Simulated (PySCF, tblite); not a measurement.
**C6H8O2Si: geometry, infrared bands and NMR shifts**

Aim: predict the infrared bands and NMR shifts of C6H8O2Si (`CC(=O)C1=C[SiH2]C=CO1`).

Programs: tblite 0.8.0 and PySCF 2.14.0, with density-fitted response routines of our own. Each step states its level of theory. These are calculated values for one molecule in the gas phase, unless marked as measured. Atoms are numbered from 0 throughout.

### Step 1. The molecule as given

17 atoms, charge 0, multiplicity 1; geometry from: force field or distance geometry start.

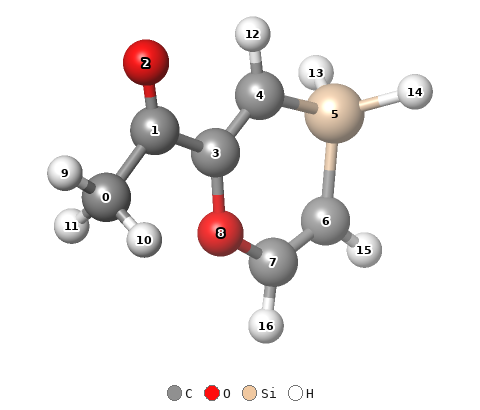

The starting geometry (carbon grey, oxygen red, silicon light orange, hydrogen white), atoms numbered.

### Step 2. Optimising the geometry with GFN2-xTB

Job settings and geometry (Å):

```
{"job": {"kind": "relax", "xc": "GFN2-xTB", "basis": "xTB"}, "charge": 0, "multiplicity": 1}
C     -2.750500    -0.710900     0.543400
C     -1.940800     0.206200    -0.340400
O     -2.460600     0.957800    -1.135600
C     -0.440700     0.143500    -0.177000
C      0.309600     0.941100    -0.935800
Si     2.128600     0.962200    -0.850300
C      2.415100    -0.292900     0.449600
C      1.395500    -0.927300     1.040700
O      0.049700    -0.766200     0.779800
H     -3.825100    -0.560800     0.329900
H     -2.590500    -0.472200     1.595700
H     -2.511200    -1.755200     0.341700
H     -0.137000     1.622800    -1.652900
H      2.753200     0.544500    -2.132100
H      2.637000     2.296700    -0.417600
H      3.438500    -0.499200     0.739200
H      1.522200    -1.678000     1.811800
```

The run is started by

```console
$ OMP_NUM_THREADS=1 python probes_run.py task.json out
```

One launch serves the whole session: the jobs run in the order shown.

**Question.** This job is followed by: GFN2-xTB harmonic vibrations, gas phase; GIAO PBE0/pcSseg-1 NMR shielding, non-relativistic, gas phase. Predict these results of the whole session: strongest single infrared mode (GFN2-xTB); zero-point energy (GFN2-xTB); ¹³C shifts against TMS (PBE0/pcSseg-1); ¹H shifts against TMS (PBE0/pcSseg-1, means over atoms taken as alike); ¹⁷O shifts against H2O (PBE0/pcSseg-1); ²⁹Si shifts against TMS (PBE0/pcSseg-1).

The runs gave:

```
                                                              quantity                                       value
                             strongest single infrared mode (GFN2-xTB)                       2197 cm⁻¹, 446 km/mol
                                          zero-point energy (GFN2-xTB)                               75.5 kcal/mol
                                ¹³C shifts against TMS (PBE0/pcSseg-1)  196.4, 164.8, 160.9, 108.2, 98.9, 28.9 ppm
¹H shifts against TMS (PBE0/pcSseg-1, means over atoms taken as alike)            7.38, 6.82, 5.23, 5.01, 2.35 ppm
                                ¹⁷O shifts against H2O (PBE0/pcSseg-1)                            642.9, 204.6 ppm
                               ²⁹Si shifts against TMS (PBE0/pcSseg-1)                                   -80.6 ppm
```

**Reading.** Over 33 steps the energy fell by 0.233 eV; of the close pairs, C4–Si5 changed most, 1.821 to 1.870 Å. No mode is imaginary among the 45: a minimum at this level. The strongest single mode, at 2197 cm⁻¹, moves mainly H13 and H14. Unscaled tight-binding wavenumbers are off by several per cent, some by more. Its intensities can rank the bands wrongly. The most deshielded carbon is C1 (ketone carbonyl carbon), at 196.4 ppm: low-lying n→π* states of the double bond to the heteroatom give a large paramagnetic term (-257 ppm). H16 (hydrogen on an alkene carbon bearing oxygen) lies farthest downfield among hydrogen, at 7.38 ppm; attached to an sp2 carbon and in the plane of the double bond. At PBE0/pcSseg-1: The largest span, 1228 ppm, is at O2, where the paramagnetic term is -706 ppm.
